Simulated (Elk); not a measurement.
**Electronic structure of magnetic Fe**

Aim: the bands and densities of states of Fe in the lowest state of several starts.

Method: PBE; all-electron APW+lo, Dirac cores, scalar-relativistic bands, in Elk 11.2.3 (patched build).

The database entry behind the starting cell differs from later determinations by our own check (about 0.2 % short), so it need not match the best structure at ambient conditions.

## (1) Set-up

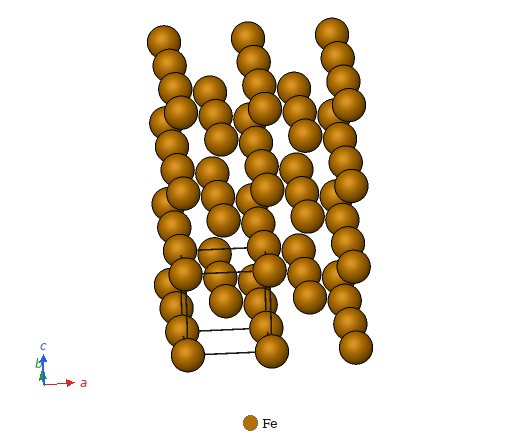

The starting structure, seen slightly off an axis (iron orange). 2×3×3 cells are drawn. This picture shows the conventional cell, with its axes. Some periodic images of atoms are drawn too.

## (2) The magnetic state

Bands and densities of states are read from a converged potential, so the magnetic state comes first.

This is the lowest of the starts that converged (ferro +).

The last three numbers of an atom's line are a seed field in its sphere. It points against the wanted moment and shrinks by the factor reducebf each loop.

The input, elk.in:

```
tasks
  0
  33
  73

xctype
  20

rgkmax
  7.0

nempty
  12

swidth
  0.001837

reducebf
  0.5

epsengy
  1e-05

maxscl
  100

lmaxi
  3

spinpol
  .true.

sppath
  './'

avec
  -2.70276189248 2.70276189248 2.70276189248
  2.70276189248 -2.70276189248 2.70276189248
  2.70276189248 2.70276189248 -2.70276189248

atoms
  1
  'Fe.in'
  1
  0.0000000000 0.0000000000 0.0000000000   0.000000 0.000000 -0.140000

ngridk
  16 16 16

plot3d
  0 0 0
  1 0 0
  0 1 0
  0 0 1
  13 13 13
```

The run is started by

```bash
$ OMP_NUM_THREADS=2 elk
```

Numbers of over 12 decimals in the logs are rounded to 6 here.

What it wrote:

```text
┌─────────────────────────┐
│ Elk code version 11.2.3 │
└─────────────────────────┘

All units are atomic (Hartree, Bohr, etc.)

┌─────────────────────────────────────────────────┐
│ Ground-state run starting from atomic densities │
└─────────────────────────────────────────────────┘

Lattice vectors :
  -2.702761892       2.702761892       2.702761892
   2.702761892      -2.702761892       2.702761892
   2.702761892       2.702761892      -2.702761892

Species : 1 (Fe)
 parameters loaded from : Fe.in
 name : iron
 nuclear charge    :   -26.00000000
 electronic charge :    26.00000000
 atomic mass :    101799.2075
 muffin-tin radius :    2.315660459
 number of radial points in muffin-tin :    993
 inner part over the whole radius :   0.9845393953E-02
 number on inner part of muffin-tin    :    699
 approximate nuclear radius :   0.7160107270E-04
 number of mesh points to nuclear radius :    332
 atomic positions (lattice), magnetic fields (Cartesian) :
  1 :   0.00000000  0.00000000  0.00000000    0.00000000  0.00000000 -0.14000000

Total number of atoms per unit cell :    1
Total muffin-tin volume :    52.01316115
 ratio of muffin-tin to unit cell volume :   0.6586123907

Spin treatment :
 spin-polarised
 global magnetic field (Cartesian) :    0.000000000       0.000000000       0.000000000
 collinear magnetisation in z-direction

Number of Bravais lattice symmetries :   48
Number of crystal symmetries         :   48
Crystal has inversion symmetry
Real symmetric eigensolver will be used

k-point grid :     16    16    16
k-point offset :    0.000000000       0.000000000       0.000000000
k-point set is reduced with full crystal symmetry group
Total number of k-points :      145

Muffin-tin radius times maximum |G+k| :    7.000000000
 using average radius
Maximum |G+k| for APW functions       :    3.022895681
Maximum (1/2)|G+k|²                   :    4.568949148
Maximum |G| for potential and density :    12.00000000
Constant for pseudocharge density :    7
 order of it for each species :   14
 order of it for pair densities of each species (exact exchange by exxq0 0: 14) :   10
Radial integration step length :    1

G-vector grid sizes :     18    18    18
Number of G-vectors :     2315

Maximum angular momentum used for
 APW functions            :    8
 outer part of muffin-tin :    6
 inner part of muffin-tin :    3

Number of empty states         :     12
Total number of valence states :     42
Total number of core states    :     10

Third-order local-orbitals added for an l without core states : T
Total number of local-orbitals :     23

Exchange-correlation functional :     20     0     0
 Perdew-Burke-Ernzerhof, Phys. Rev. Lett. 77, 3865 (1996)
 gradient requirement :    1
 generalised gradient approximation (GGA)

Smearing type :    3
 Fermi-Dirac
Smearing width :   0.1837000000E-02
Effective electronic temperature (K) :    580.0787206

Mixing type :    3
 Broyden mixing, J. Phys. A: Math. Gen. 17, L317 (1984)

Kohn-Sham potential initialised from atomic data

┌──────────────────────────────┐
│ Self-consistent loop started │
└──────────────────────────────┘

┌─────────────────┐
│ Loop number : 1 │
└─────────────────┘

Energies :
 Fermi                       :     0.212119
 sum of occupied eigenvalues :     -738.65501157798
 electron kinetic            :      1288.2500654446
 core electron kinetic       :      1149.7629853090
 Coulomb                     :     -2505.3865691049
 Coulomb potential           :     -1954.7882917328
 nuclear-nuclear             :     -227.55628411202
 electron-nuclear            :     -2609.9833273925
 Hartree                     :      332.15304239964
 Madelung                    :     -1527.9924232385
 xc potential                :     -71.991445640314
 xc effective B-field        :    -0.119276
 external B-field            :      0.000000
 exchange                    :     -54.583859099903
 correlation                 :     -1.208101
 electron entropic           :    -0.34308940643413E-03
 total energy                :     -1272.9288069768
 (external B-field energy excluded from total)

Density of states at Fermi energy :    30.96432997
 (states/Hartree/unit cell)

Estimated indirect band gap :   0.2976020855E-03
 from k-point 3 to k-point 2
Estimated direct band gap   :   0.3066803835E-02
 at k-point 44

Charges :
 core                        :    10.00000000
 valence                     :    16.00000000
 interstitial                :    1.127770522
 muffin-tins (core leakage)
  species : 1 (Fe)
   atom 1                    :    24.87222948     ( -0.2237493231E-06)
 total in muffin-tins        :    24.87222948
 total calculated charge     :    26.00010652
 total charge                :    26.00000000
 error                       :   0.1065213952E-03

Moments :
 interstitial                :  -0.2874269813E-01
 muffin-tins
  species : 1 (Fe)
   atom 1                    :    2.395131133
 total in muffin-tins        :    2.395131133
 total moment                :    2.366388435

[... earlier loops left out ...]

┌──────────────────┐
│ Loop number : 18 │
└──────────────────┘

Energies :
 Fermi                       :     0.309619
 sum of occupied eigenvalues :     -736.45155792542
 electron kinetic            :      1290.0473169774
 core electron kinetic       :      1149.7547295121
 Coulomb                     :     -2506.9030309171
 Coulomb potential           :     -1953.8811720991
 nuclear-nuclear             :     -227.55628411202
 electron-nuclear            :     -2613.9513292785
 Hartree                     :      334.60458247343
 Madelung                    :     -1529.9624448676
 xc potential                :     -72.504593461631
 xc effective B-field        :    -0.113109
 external B-field            :      0.000000
 exchange                    :     -54.735805753858
 correlation                 :     -1.207975
 electron entropic           :    -0.30963255015023E-03
 total energy                :     -1272.7998039318
 (external B-field energy excluded from total)

Density of states at Fermi energy :    27.71536078
 (states/Hartree/unit cell)

Estimated indirect band gap :   0.5179721276E-03
 from k-point 19 to k-point 37
Estimated direct band gap   :   0.5316801324E-02
 at k-point 144

Charges :
 core                        :    10.00000000
 valence                     :    16.00000000
 interstitial                :    1.059264735
 muffin-tins (core leakage)
  species : 1 (Fe)
   atom 1                    :    24.94073527     ( -0.2237494119E-06)
 total in muffin-tins        :    24.94073527
 total calculated charge     :    26.00010461
 total charge                :    26.00000000
 error                       :   0.1046078986E-03

Moments :
 interstitial                :  -0.4491810260E-01
 muffin-tins
  species : 1 (Fe)
   atom 1                    :    2.292147123
 total in muffin-tins        :    2.292147123
 total moment                :    2.247229020

┌──────────────────────────────┐
│ Self-consistent loop stopped │
└──────────────────────────────┘

Wrote STATE.OUT
```

The job ended after 2 min (2 threads of Intel Xeon Platinum 8488C (Sapphire Rapids), shared host; peak memory 0.09 GiB; 4 min of CPU time).

Spin moment in the muffin-tin sphere by atom:

```csv
atom,spin moment in the muffin-tin sphere (μB)
Fe1,2.29
```

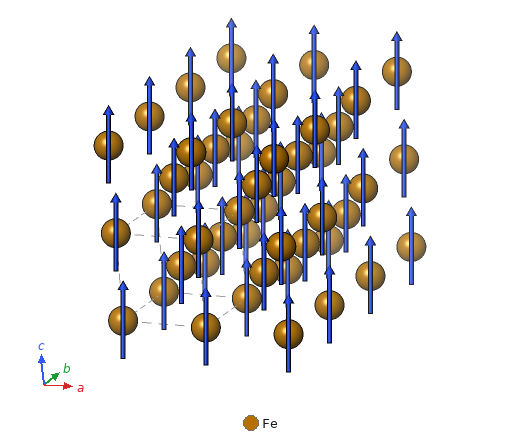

Spin moment in the muffin-tin sphere as arrows, the longest 2.29 μB. Up and down stand for the sign. Arrows give size and sign along the axis of quantisation, drawn up and down the page. 2×3×2 conventional cells are drawn. Some periodic images of atoms are drawn too.

This step gave:

```yaml
density_of_states_at_the_fermi_level: 1.019 states/eV/cell
moment_between_the_spheres: -0.04492 μB
magnetization: 2.247 μB
final_state: ferromagnetic
```

## (3) Levels along a path and on the mesh

The potential is kept. Point names follow a standard table for this cell's lattice and can differ from other conventions. The density of states is interpolated from the levels on the mesh (so its value at the Fermi level can differ from the smeared one of the ground-state run), and the bands are solved anew along a path of special points.

The input, elk.in:

```
tasks
  10
  20
  15

xctype
  20

rgkmax
  7.0

nempty
  12

swidth
  0.001837

reducebf
  0.5

epsengy
  1e-05

maxscl
  100

lmaxi
  3

spinpol
  .true.

sppath
  './'

avec
  -2.70276189248 2.70276189248 2.70276189248
  2.70276189248 -2.70276189248 2.70276189248
  2.70276189248 2.70276189248 -2.70276189248

atoms
  1
  'Fe.in'
  1
  0.0000000000 0.0000000000 0.0000000000   0.000000 0.000000 -0.000140

ngridk
  16 16 16

wplot
  300 60 1
  -0.35000 0.25000

plot1d
  7 84
  0.00000000 0.00000000 0.00000000
  0.50000000 -0.50000000 0.50000000
  0.00000000 0.00000000 0.50000000
  0.00000000 0.00000000 0.00000000
  0.25000000 0.25000000 0.25000000
  0.50000000 -0.50000000 0.50000000
  0.25000000 0.25000000 0.25000000
```

The run is started by

```bash
$ OMP_NUM_THREADS=2 elk
```

What it wrote:

```text
┌─────────────────────────────────┐
│ Elk code version 11.2.3 started │
└─────────────────────────────────┘

Info(readinput): the functional depends on the density's gradient
 muffin-tin radial points multiplied by    2.00000
 (not where nrmtscf is given)

┌───────────────────┐
│ Current task : 10 │
└───────────────────┘
Info(checkmt): changed muffin-tin radius of species 1 (Fe) from   2.4000 to   2.3157

Info(writedos):
 Total density of states written to TDOS.OUT

 Partial density of states written to PDOS_Sss_Aaaaa.OUT
 for all species and atoms

 Spin-quantisation axis :    0.000000000       0.000000000       1.000000000

 Eigenvalues of a random matrix symmetrised with the site
 symmetries in the Yₗₘ basis written to ELMIREP.OUT for all
 species and atoms. Degenerate eigenvalues correspond to
 irreducible representations of each site symmetry group

 Interstitial density of states written to IDOS.OUT

 Fermi energy is at zero in plots

 DOS units are states/Hartree/unit cell

┌───────────────────┐
│ Current task : 20 │
└───────────────────┘

Info(bandstr):
 Band structure plot written to BAND.OUT

 Fermi energy is at zero in plot

 Vertex location lines written to BANDLINES.OUT

┌───────────────────┐
│ Current task : 15 │
└───────────────────┘

Info(writelsj):
 muffin-tin L, S and J expectation values written to LSJ.OUT

┌──────────────────┐
│ Elk code stopped │
└──────────────────┘
```

It took 97 s on 2 threads; peak memory 0.11 GiB.

The electronic bands at the labelled points (eV, zero at the Fermi level; # counts the bands kept):

```csv
point,up #3,up #4,up #5,up #6,down #2,down #3,down #4,down #5
Γ,-2.26,-2.25,-1.08,-1.08,-0.28,-0.28,-0.28,1.70
H,0.08,0.08,0.08,9.63,-2.86,2.33,2.33,2.33
N,-1.02,-0.88,0.35,0.39,-1.53,0.57,1.56,1.97
Γ,-2.26,-2.25,-1.08,-1.08,-0.28,-0.28,-0.28,1.70
P,-3.18,-0.87,-0.87,8.36,-1.73,-1.73,1.99,1.99
H,0.08,0.08,0.08,9.63,-2.86,2.33,2.33,2.33
P,-3.18,-0.87,-0.87,8.36,-1.73,-1.73,1.99,1.99
```

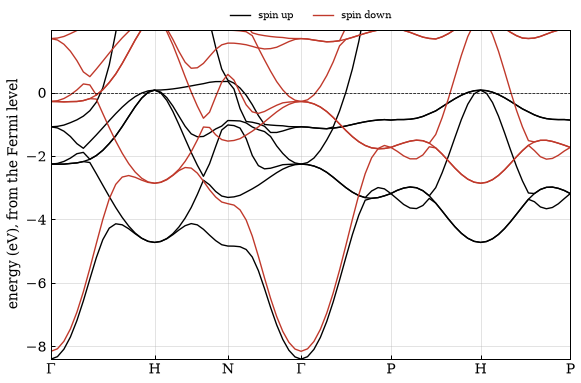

Electronic bands along the path; the two colours are the two spins.

The density of states has structure finer than the step of the table below, so its rows give means over 1 eV, whole bins alone (the curve runs from -9.52 to 6.75 eV). Peaks (eV: height): up -4.1: 1.08, -3.2: 1.88, -2.5: 1.69, -0.9: 2.65; down -2.4: 0.679, -0.8: 1.41, 1.5: 1.54, 2.0: 2.96; Fe1 d up -4.1: 0.762, -3.2: 1.62, -2.5: 1.40, -0.9: 2.56; Fe1 d down -1.5: 1.11, 1.5: 1.47, 2.0: 2.88.

The density of states by energy, zero at the Fermi level; means over each step; values in states/eV/cell:

```csv
energy (eV),up,down,Fe1 d up,Fe1 d down
-9,0,0,0,0
-8,0.0185,0.0106,5.7e-5,3.8e-6
-7,0.0475,0.0392,0.00110,3.6e-4
-6,0.0814,0.0623,0.00771,0.00218
-5,0.276,0.0936,0.124,0.00916
-4,0.698,0.175,0.496,0.0469
-3,1.19,0.428,1.00,0.231
-2,0.734,0.591,0.616,0.435
-1,1.67,1.23,1.59,0.963
0,0.593,0.382,0.542,0.306
1,0.157,0.859,0.0970,0.805
2,0.147,1.40,0.0729,1.35
3,0.126,0.231,0.0526,0.185
4,0.105,0.171,0.0385,0.110
5,0.0811,0.132,0.0264,0.0710
6,0.0462,0.100,0.0130,0.0458
```

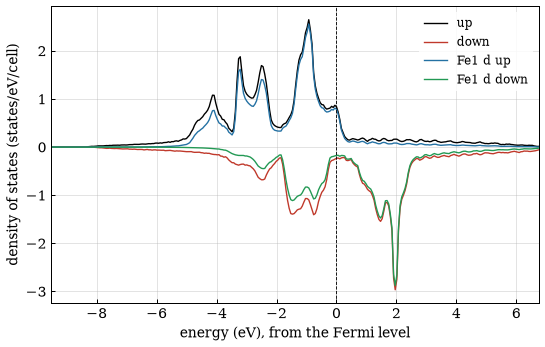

Density of states, plotted against energy. Down spins are drawn negative.

## (4) Summary of results

```json
{
  "state": "ferromagnetic",
  "largest moment": "2.29 μB"
}
```

What this shows: Right at the Fermi level (the table gives means over its steps) the density of states is 0.84 states/eV a cell for spin up and 0.23 for spin down. Within the window shown, the centres of the Fe1 d states of the two spins lie 2.2 eV apart, a rough measure of the splitting of the spins. The state is the lowest of the starts that converged. These are Kohn–Sham levels without spin–orbit coupling.

[Logs and program files are shortened in this print: banners, set-up blocks, solver, clock and traceback lines can be left out without a mark of their own.]

[Logs are printed without paths, hosts, clocks, repeated set-up lines and the standing remarks that a program may print on its own settings, such as how far it seeks lower states.]

[Hosts, paths, dates, database ids (printed as entryN), source tags and the programs' standing remarks are cut or masked in the printed files.]

[Where a cell is said to come from a database of computed structures, the database is the Materials Project.]
